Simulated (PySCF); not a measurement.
## Single-point calculation of CBrClF2

- system: CBrClF2, multiplicity 3
- method: SVWN5/def2-SVP, UKS (PySCF 2.14.0)

The geometry is that of the parent species in another charge or spin state. The geometry comes from this level: PBE0-D4/def2-TZVP.

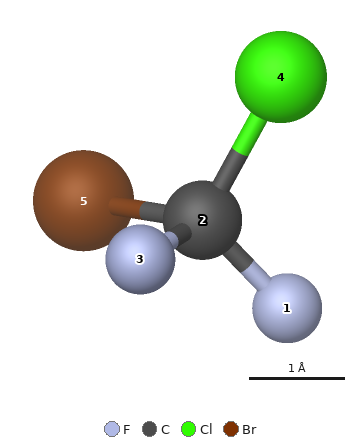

Fig. 1: The structure as given in the input (ball-and-stick view, seen at a tilt; atoms are numbered from 1 in the order of the input). Bond lengths as drawn: Br–C 1.94 Å, C–Cl 1.75 Å and C–F 1.33 Å.

## The input (job.py)
```python
from pyscf import gto, dft

mol = gto.Mole()
mol.atom = '''
F   -1.109500   0.024800   0.813100
C   -0.019800  -0.087100   0.067100
F    0.823600  -0.897500   0.690400
Cl  -0.444800  -0.770600  -1.492300
Br   0.800400   1.656800  -0.119700
'''
mol.verbose = 3
mol.basis = 'def2-svp'
mol.spin = 2
mol.max_memory = 1860
mol.build()

mf = dft.UKS(mol)
mf.xc = 'svwn'
mf.grids.level = 0
mf.conv_tol = 1e-10
mf.kernel()
if not mf.converged:
    mf = mf.newton().run(mf.mo_coeff, mf.mo_occ)

etot = mf.e_tot
print('E = %.10f Eh' % etot)
```

Launch command:
```bash
OMP_NUM_THREADS=1 python job.py
```

## Log
```
WARN: HOMO -0.054480445717886 >= LUMO -0.300136700657861

WARN: HOMO -0.116433748498202 >= LUMO -0.26130496361398

WARN: HOMO -0.0552471705446567 >= LUMO -0.243531529536114

WARN: HOMO -0.0624566464184015 >= LUMO -0.264823770441233

WARN: HOMO -0.0620969010861789 >= LUMO -0.270305828541872

WARN: HOMO -0.069744961435076 >= LUMO -0.277556287086787

WARN: HOMO -0.0681756575317189 >= LUMO -0.277503288317496

WARN: HOMO -0.0689375221153625 >= LUMO -0.276929908647594

WARN: HOMO -0.0692719688898298 >= LUMO -0.277456035044101

WARN: HOMO -0.0692612874440699 >= LUMO -0.277459386442187

WARN: HOMO -0.0692091665017149 >= LUMO -0.277496706886464

WARN: HOMO -0.0692495481505429 >= LUMO -0.277535081925002

WARN: HOMO -0.0692214796747703 >= LUMO -0.277634324888759

WARN: HOMO -0.0692074915483913 >= LUMO -0.277641312567407

WARN: HOMO -0.0692063326038679 >= LUMO -0.277654520670121

WARN: HOMO -0.0692168414866079 >= LUMO -0.277664509712369

WARN: HOMO -0.0692139974989665 >= LUMO -0.277666678433725

WARN: HOMO -0.0692122308401948 >= LUMO -0.277664773579382

WARN: HOMO -0.069212872872797 >= LUMO -0.277665104043894

WARN: HOMO -0.0692128570171175 >= LUMO -0.277665192584289

WARN: HOMO -0.0692128364442834 >= LUMO -0.277665165396172

WARN: HOMO -0.0692128169358668 >= LUMO -0.277665148133253

SCF not converged.
SCF energy = -3264.6219426593 after 50 cycles  <S^2> = 2.0012456  2S+1 = 3.0008303

WARN: HOMO -0.0692129179155255 >= LUMO -0.277655992790055

WARN: HOMO -0.06921289363544945 > LUMO -0.27766522406936783 was found in the canonicalized orbitals.

converged SCF energy = -3264.62194281985  <S^2> = 2.0012456  2S+1 = 3.0008303
E = -3264.6219428198 Eh
```

## Summary

```json
{"quantity": "outcome", "value": "converged"}
{"quantity": "total energy", "value": "−3264.621943 hartree"}
{"quantity": "basis functions", "value": "92"}
{"quantity": "⟨S²⟩", "value": "2.001"}
{"quantity": "dipole moment", "value": "0.52 D"}
{"quantity": "hardware", "value": "1 thread of Arm Neoverse V2, 24 GiB of memory available, shared host"}
{"quantity": "wall time", "value": "2.9 s"}
{"quantity": "peak memory", "value": "0.2 GiB"}
```
